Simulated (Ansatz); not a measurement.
# Calculations on SnH4

## 1. Relaxation

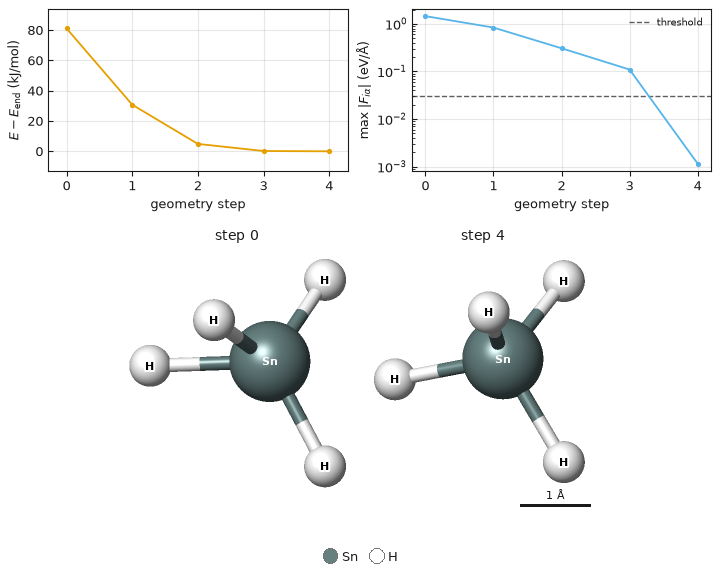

First and last geometry of a relaxation of SnH₄, with the history of the run. Style: ball-and-stick. Shown at a tilt.

The run prepares an end point of a later path (reaction) calculation, from a guessed geometry.

The calculation used RKS PBE/def2-SVP (Ansatz 0.2.0). Settings: no spin polarisation; force threshold 0.03 eV/Å; at most 50 steps.

What do the curves and the structures tell?

It converged. The largest moves after the best rigid fit, 0.50 Å, are those of H atoms. By element the largest moves are H 0.50 Å, Sn 0.21 Å. Near-neighbour distances that change, for instance: H–Sn 1.709 → 1.725 Å. Bond angles that change, for instance: H–Sn–H 67.7° → 109.5°, H–Sn–H 116.0° → 109.5°. The energy falls by 81.2 kJ/mol in 4 geometry steps. Largest force component: 1.5 eV/Å at the start, 0.0012 eV/Å at the end. The run took 2 s on 1 thread of AMD EPYC 9R45 96-Core Processor (Zen 5), on a shared host, peak memory 0.11 GiB.

## 2. Relaxation

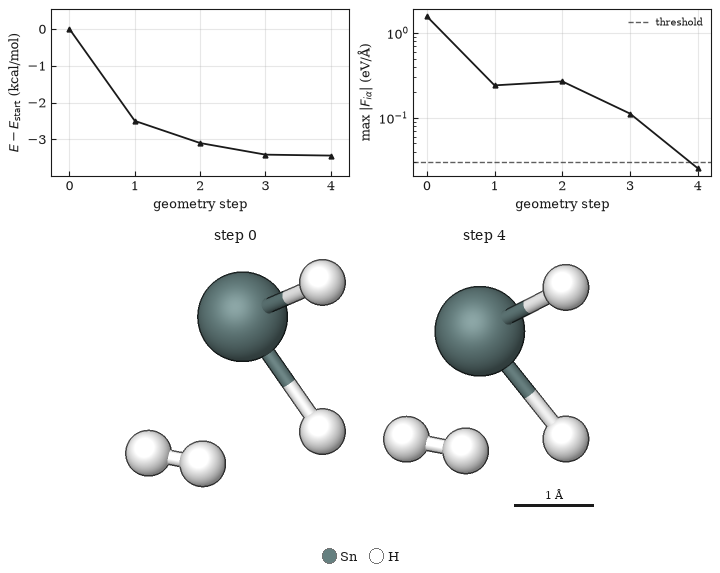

First and last geometry of a relaxation of SnH4, with the history of the run. Style: ball-and-stick. Shown from a free direction.

The run prepares an end point of a later path (reaction) calculation, from a guessed geometry.

All numbers below come from Ansatz 0.2.0, RKS PBE/def2-SVP. Settings: no spin polarisation; force threshold 0.03 eV/Å; at most 50 steps.

> What do the curves and the structures tell?

It converged. Over 4 geometry steps the energy falls by 3.44 kcal/mol. The largest force component goes from 1.6 to 0.026 eV/Å. The Sn atom moves most after the best rigid fit: 0.32 Å. By element the largest moves are Sn 0.32 Å, H 0.31 Å. Some distances before and after: H–Sn 2.940 → 2.321 Å, H–Sn 2.935 → 2.359 Å, H–H 0.724 → 0.790 Å.

Limits of the set-up: the start holds two separate molecules, 2.9 Å apart at their closest, whose relative position is a soft coordinate and is computed without a dispersion correction.

## 3. Path

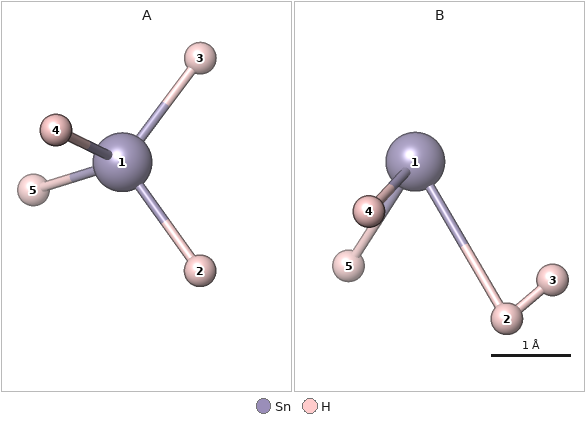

The two relaxed end points of a path for SnH4. The picture is a ball-and-stick view, seen at a tilt.

Method: RKS PBE/def2-SVP in Ansatz.

Settings: 7 movable images; climbing image; force threshold 0.03 eV/Å; iteration limit 60.

Start:
```xyz
5

Sn    0.2840    0.0000    0.2010
H     0.2838    0.0000    1.9257
H     1.9102    0.0000   -0.3738
H    -0.5292    1.4081   -0.3742
H    -0.5292   -1.4081   -0.3742
```

End:
```xyz
5

Sn    0.2098    0.0000   -0.9635
H     0.9685    0.0000    1.2699
H     1.6444    0.0000    0.8609
H    -0.7016    1.2778   -0.0814
H    -0.7016   -1.2778   -0.0814
```

**Predict the minimum-energy path and its barrier.**

Forward barrier 177.8 kJ/mol, backward barrier 106.1 kJ/mol, with image 5 at the top; the reaction energy is +71.7 kJ/mol. A hydrogen atom shifts from one atom to another. Breaking: Sn1–H3 (1.72 → 1.75 at the top → 2.32 Å). Forming: H2–H3 (2.82 → 1.44 at the top → 0.79 Å). The band is converged. At the top, the vibrational analysis gives one imaginary mode (1098i cm⁻¹), as a transition state must have.

Energies of the converged images:

| image | path (Å) | E (kJ/mol) |
| --- | --- | --- |
| 0 | 0.00 | 0.0 |
| 1 | 0.28 | 11.0 |
| 2 | 0.55 | 45.4 |
| 3 | 0.83 | 99.1 |
| 4 | 1.10 | 153.5 |
| 5 | 1.38 | 177.8 |
| 6 | 1.65 | 146.9 |
| 7 | 1.93 | 84.6 |
| 8 | 2.20 | 71.7 |

The geometry at the top of the path:

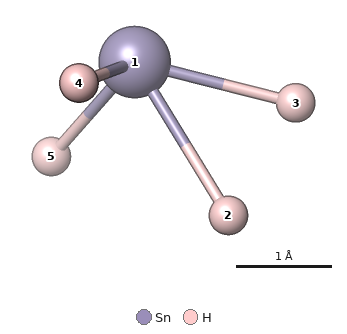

The run took 21 s on 1 thread of AMD EPYC 9R45 96-Core Processor (Zen 5), with other jobs on the host, peak memory 0.11 GiB.
